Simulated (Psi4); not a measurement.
# PBE0/def2-TZVPP (density fitting, core potential, sweep point 6) run of CH3BrOSn (SMILES C[O][Sn][Br])

Wanted: a single-point energy of CH3BrOSn. The job is set up through a Python script.

The results are computed with Psi4 1.11.

7 further runs of the same task are left out: 1 that didn't finish, 6 set aside as unsound or not needed.

### Step 1. Starting point

CH3BrOSn: 7 atoms, total charge 0, spin state singlet. SMILES: `C[O][Sn][Br]`. The coordinates come from a PBE0-D4/def2-TZVP relaxation. This is one conformer, not always the lowest.

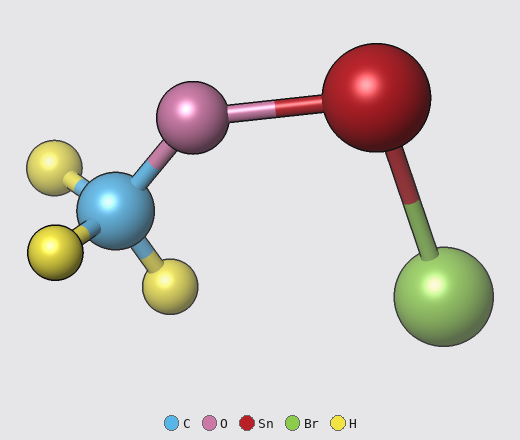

Viewed from a chosen angle; carbon blue, oxygen pink, tin red, bromine green, hydrogen yellow.

### Step 2. The energy at PBE0/def2-TZVPP (density fitting, core potential, sweep point 6)

File run.py:

```python
import psi4

psi4.set_memory('1600 MB')
psi4.set_num_threads(1)
psi4.core.set_output_file('run.log', False)

mol = psi4.geometry("""
0 1
C     -0.541400     0.468000     0.538200
O      0.641500     0.841900    -0.120200
Sn     1.866400    -0.129300    -1.298500
Br     0.693000    -2.388200    -1.337700
H     -1.362800     1.114200     0.210700
H     -0.819100    -0.573500     0.343600
H     -0.416400     0.598700     1.618300
symmetry c1
""")

options = {'basis': 'def2-TZVPP', 'scf_type': 'df', 'diis_max_vecs': 4}
psi4.set_options(options)

energy_value = psi4.energy('PBE0', molecule=mol)
print(f'PBE0 energy: {energy_value:.10f} Eh')
for k, v in sorted(psi4.core.scalar_variables().items()):
    print(f'{k:45s} {v:18.10f}')
```

The run is started by

```
$ python run.py
```

run.log:

```text
=> Loading Basis Set <=

    Name: DEF2-TZVPP
    Role: ORBITAL
    Keyword: BASIS

    !!!  WARNING: ECP capability is in beta. Please check occupations closely.  !!!

         ---------------------------------------------------------
                                   SCF
                              RKS Reference
                        1 Threads,   1525 MiB Core
         ---------------------------------------------------------

  ==> Geometry <==

    Molecular point group: c1
    Full point group: C1

    Geometry (in Angstrom), charge = 0, multiplicity = 1:

       Center              X                  Y                   Z               Mass
    ------------   -----------------  -----------------  -----------------  -----------------
         C           -1.757996267256     1.267454186937     1.645656679612    12.000000000000
         O           -0.575096267256     1.641354186937     0.987256679612    15.994914619570
         SN           0.649803732744     0.670154186937    -0.191043320388   119.902201630000
         BR          -0.523596267256    -1.588745813063    -0.230243320388    78.918337600000
         H           -2.579396267256     1.913654186937     1.318156679612     1.007825032230
         H           -2.035696267256     0.225954186937     1.451056679612     1.007825032230
         H           -1.632996267256     1.398154186937     2.725756679612     1.007825032230

  Running in c1 symmetry.

  Rotational constants: A =      0.10217  B =      0.04763  C =      0.03268 [cm^-1]
  Rotational constants: A =   3063.08706  B =   1427.86371  C =    979.86599 [MHz]
  Nuclear repulsion =  362.344711770502272

  Charge       = 0
  Multiplicity = 1
  Electrons    = 74
  Nalpha       = 37
  Nbeta        = 37

  ==> Algorithm <==

  SCF Algorithm Type is DF.
  DIIS enabled.
  MOM disabled.
  Fractional occupation disabled.
  Guess Type is SAD.
  Energy threshold   = 1.00e-06
  Density threshold  = 1.00e-06
  Integral threshold = 1.00e-12

  ==> Primary Basis <==

  Basis Set: DEF2-TZVPP
    Blend: DEF2-TZVPP
    Number of shells: 72
    Number of basis functions: 202
    Number of Cartesian functions: 231
    Spherical Harmonics?: true
    Max angular momentum: 3

  Core potential: DEF2-TZVPP
    Number of shells: 4
    Number of ECP primitives: 18
    Number of ECP core electrons: 28
    Max angular momentum: 3

  ==> DFT Potential <==

   => LibXC <=

    Version 7.1.2

   => Composite Functional: PBE0 <=

    PBE0 Hyb-GGA Exchange-Correlation Functional

    Deriv               =              1
    GGA                 =           TRUE
    Meta                =          FALSE

    Exchange Hybrid     =           TRUE
    MP2 Hybrid          =          FALSE

   => Exchange Functionals <=

    0.7500   Perdew, Burke & Ernzerhof

   => Exact (HF) Exchange <=

    0.2500               HF

   => Correlation Functionals <=

    1.0000   Perdew, Burke & Ernzerhof

   => LibXC Density Thresholds  <==

    XC_HYB_GGA_XC_PBEH:  1.00E-15

   => Molecular Quadrature <=

    Radial Scheme          =       TREUTLER
    Pruning Scheme         =           NONE
    Nuclear Scheme         =       TREUTLER

    Blocking Scheme        =         OCTREE
    BS radius alpha        =              1
    Pruning alpha          =              1
    Radial Points          =             75
    Spherical Points       =            302
    Total Points           =         151147
    Total Blocks           =           1205
    Max Points             =            256
    Max Functions          =            190
    Weights Tolerance      =       1.00E-15

   => Loading Basis Set <=

    Name: (DEF2-TZVPP AUX)
    Role: JKFIT
    Keyword: DF_BASIS_SCF

  ==> Integral Setup <==

  DFHelper Memory: AOs need 0.212 GiB; user supplied 0.482 GiB.
  SCF_SUBTYPE=INCORE selected. In-core MEM_DF algorithm will be used.
  Using in-core AOs.

  ==> MemDFJK: Density-Fitted J/K Matrices <==

    J tasked:                   Yes
    K tasked:                   Yes
    wK tasked:                   No
    Memory [MiB]:               493
    Algorithm:                 Core
    Schwarz Cutoff:           1E-12
    Mask sparsity (%):       5.4014
    Fitting Condition:        1E-10

   => Auxiliary Basis Set <=

  Basis Set: (DEF2-TZVPP AUX)
    Blend: DEF2-UNIVERSAL-JKFIT
    Number of shells: 174
    Number of basis functions: 690
    Number of Cartesian functions: 922
    Spherical Harmonics?: true
    Max angular momentum: 5

  Cached 100.0% of DFT collocation blocks in 0.636 [GiB].

  Minimum eigenvalue in the overlap matrix is 5.3569185902E-04.
  Reciprocal condition number of the overlap matrix is 7.1889732954E-05.
    Using symmetric orthogonalization.

  ==> Pre-Iterations <==

  SCF Guess: Superposition of Atomic Densities via on-the-fly atomic UHF (no occupation information).

 WARNING: Atomic UHF is not converging! Try casting from a smaller basis or call Rob at CCMST.
   -------------------------
    Irrep   Nso     Nmo
   -------------------------
     A        202     202
   -------------------------
    Total     202     202
   -------------------------

  ==> Iterations <==

                           Total Energy        Delta E     RMS |[F,P]|

   @DF-RKS iter SAD: -2900.30947845160836   -2.90031e+03   0.00000e+00
   @DF-RKS iter   1: -2902.61701730792583   -2.30754e+00   8.68399e-03 ADIIS/DIIS
   @DF-RKS iter   2: -2900.70674824470461    1.91027e+00   1.24480e-02 ADIIS/DIIS
   @DF-RKS iter   3: -2902.92494701534315   -2.21820e+00   5.05629e-03 ADIIS/DIIS
   @DF-RKS iter   4: -2903.28969642792390   -3.64749e-01   5.16857e-04 ADIIS/DIIS
   @DF-RKS iter   5: -2903.29443131621065   -4.73489e-03   3.83370e-04 ADIIS/DIIS
   @DF-RKS iter   6: -2903.29726892384679   -2.83761e-03   1.32300e-04 ADIIS/DIIS
   @DF-RKS iter   7: -2903.29758389701419   -3.14973e-04   2.03366e-05 DIIS
   @DF-RKS iter   8: -2903.29758415538709   -2.58373e-07   2.12378e-05 DIIS
   @DF-RKS iter   9: -2903.29759153207078   -7.37668e-06   1.74941e-06 DIIS
   @DF-RKS iter  10: -2903.29759156064665   -2.85759e-08   1.01007e-06 DIIS
   @DF-RKS iter  11: -2903.29759157216040   -1.15137e-08   5.50386e-07 DIIS
  Energy and wave function converged.

  ==> Post-Iterations <==

   Electrons on quadrature grid:
      Ntotal   =   73.9999843631 ; deviation = -1.564e-05

    Orbital Energies [Eh]
    ---------------------

    Doubly Occupied:

       1A   -483.235900     2A    -62.636259     3A    -56.408381
       4A    -56.407309     5A    -56.406920     6A    -19.204845
       7A    -10.257417     8A     -8.755119     9A     -6.561431
      10A     -6.557932    11A     -6.556690    12A     -5.170135
      13A     -3.506845    14A     -3.501665    15A     -3.496826
      16A     -2.647900    17A     -2.647136    18A     -2.646096
      19A     -2.643171    20A     -2.643159    21A     -1.084420
      22A     -1.069561    23A     -1.068456    24A     -1.064416
      25A     -1.059990    26A     -0.999352    27A     -0.764257
      28A     -0.687716    29A     -0.515239    30A     -0.454792
      31A     -0.451903    32A     -0.410954    33A     -0.311969
      34A     -0.305507    35A     -0.303441    36A     -0.293915
      37A     -0.283303

    Virtual:

      38A     -0.093533    39A     -0.023969    40A     -0.004213
      41A      0.073174    42A      0.099856    43A      0.102262
      44A      0.107332    45A      0.134093    46A      0.137030
      47A      0.153354    48A      0.162115    49A      0.180542
      50A      0.192114    51A      0.198195    52A      0.224833
      53A      0.239822    54A      0.263525    55A      0.275438
      56A      0.303759    57A      0.317811    58A      0.339376
      59A      0.346207    60A      0.356551    61A      0.377002
      62A      0.407678    63A      0.423032    64A      0.433944
      65A      0.454511    66A      0.472346    67A      0.498309
      68A      0.517505    69A      0.541231    70A      0.610394
      71A      0.645160    72A      0.663522    73A      0.689564
      74A      0.696303    75A      0.712230    76A      0.723237
      77A      0.737114    78A      0.799234    79A      0.828179
      80A      0.836034    81A      0.853233    82A      0.864643
      83A      0.892970    84A      0.924693    85A      0.949778
      86A      0.961697    87A      1.002443    88A      1.032050
      89A      1.060316    90A      1.070156    91A      1.098858
      92A      1.114307    93A      1.123327    94A      1.138041
      95A      1.152378    96A      1.205010    97A      1.249138
      98A      1.303983    99A      1.322834   100A      1.366662
     101A      1.384207   102A      1.407476   103A      1.409930
     104A      1.435652   105A      1.441278   106A      1.466974
     107A      1.502122   108A      1.537855   109A      1.551945
     110A      1.557935   111A      1.562441   112A      1.614108
     113A      1.641668   114A      1.660427   115A      1.683478
     116A      1.695723   117A      1.708837   118A      1.751468
     119A      1.784162   120A      1.797069   121A      1.939939
     122A      2.051196   123A      2.077743   124A      2.164749
     125A      2.183789   126A      2.281391   127A      2.286552
     128A      2.329656   129A      2.337446   130A      2.372324
     131A      2.394092   132A      2.455884   133A      2.512884
     134A      2.524676   135A      2.599179   136A      2.667201
     137A      2.748789   138A      2.788826   139A      2.811223
     140A      2.872332   141A      2.900772   142A      2.925605
     143A      2.945433   144A      3.000850   145A      3.102312
     146A      3.144154   147A      3.199657   148A      3.325631
     149A      3.338800   150A      3.430419   151A      3.434919
     152A      3.459126   153A      3.606220   154A      3.624423
     155A      3.659807   156A      3.762530   157A      3.798662
     158A      3.807428   159A      4.010732   160A      4.013683
     161A      4.044502   162A      4.068151   163A      4.087483
     164A      4.116068   165A      4.155143   166A      4.162590
     167A      4.193895   168A      4.258651   169A      4.285495
     170A      4.485679   171A      4.504023   172A      4.572984
     173A      4.804739   174A      4.931431   175A      4.961932
     176A      4.972567   177A      4.995530   178A      5.118893
     179A      5.280064   180A      5.288008   181A      5.307147
     182A      5.327628   183A      5.496803   184A      5.513392
     185A      5.657016   186A      5.667921   187A      5.943706
     188A      6.049337   189A      6.135637   190A      6.490622
     191A      6.606395   192A      6.897903   193A      7.009017
     194A      7.122001   195A      7.514702   196A     23.584318
     197A     36.209722   198A     36.763731   199A     36.856964
     200A     37.033896   201A     43.865157   202A    113.567743

    Final Occupation by Irrep:
              A
    DOCC [    37 ]
    NA   [    37 ]
    NB   [    37 ]

  @DF-RKS Final Energy: -2903.29759157216040

   => Energetics <=

    Nuclear Repulsion Energy =            362.3447117705022720
    One-Electron Energy =               -4839.5527179564260223
    Two-Electron Energy =                1667.7760337143060951
    DFT Exchange-Correlation Energy =     -93.8656191005434977
    Empirical Dispersion Energy =           0.0000000000000000
    VV10 Nonlocal Energy =                  0.0000000000000000
    Total Energy =                      -2903.2975915721603997

Computation Completed

Properties will be evaluated at   0.000000,   0.000000,   0.000000 [a0]

Properties computed using the SCF density matrix

 Multipole Moments:

 ------------------------------------------------------------------------------------
     Multipole            Electronic (a.u.)      Nuclear  (a.u.)        Total (a.u.)
 ------------------------------------------------------------------------------------

 L = 1.  Multiply by 2.5417464519 to convert [e a0] to [Debye]
 Dipole X            :         48.4929405          -48.0501111            0.4428294
 Dipole Y            :         31.9386667          -31.3494040            0.5892627
 Dipole Z            :        -20.8785629           20.7973701           -0.0811928
 Magnitude           :                                                    0.7415664

 ------------------------------------------------------------------------------------

	total time  =         20 seconds =       0.33 minutes
```

The script printed:

```text
PBE0 energy: -2903.2975915722 Eh
CURRENT ENERGY                                  -2903.2975915722
CURRENT REFERENCE ENERGY                        -2903.2975915722
DD SOLVATION ENERGY                                 0.0000000000
DFT FUNCTIONAL TOTAL ENERGY                     -2903.2975915722
DFT TOTAL ENERGY                                -2903.2975915722
DFT VV10 ENERGY                                     0.0000000000
DFT XC ENERGY                                     -93.8656191005
GRID ELECTRONS ALPHA                               36.9999921816
GRID ELECTRONS BETA                                36.9999921816
GRID ELECTRONS TOTAL                               73.9999843631
NUCLEAR REPULSION ENERGY                          362.3447117705
ONE-ELECTRON ENERGY                             -4839.5527179564
PCM POLARIZATION ENERGY                             0.0000000000
PE ENERGY                                           0.0000000000
SCF ITERATION ENERGY                            -2903.2975915722
SCF ITERATIONS                                     11.0000000000
SCF TOTAL ENERGY                                -2903.2975915722
TWO-ELECTRON ENERGY                              1667.7760337143
XC GRID RADIAL POINTS                              75.0000000000
XC GRID SPHERICAL POINTS                          302.0000000000
XC GRID TOTAL POINTS                           151147.0000000000
```

It took 23 s on 1 thread of AMD EPYC 7R43 (Zen 3), shared host; peak memory 1.1 GiB.

### Step 3. Results

At PBE0/def2-TZVPP (density fitting, core potential, sweep point 6):

| quantity | value |
| --- | --- |
| total energy | -2903.29759 Eh |
| dipole moment | 1.88 D |
| HOMO energy | -7.71 eV |
| LUMO energy | -2.55 eV |
| HOMO–LUMO gap | 5.16 eV |
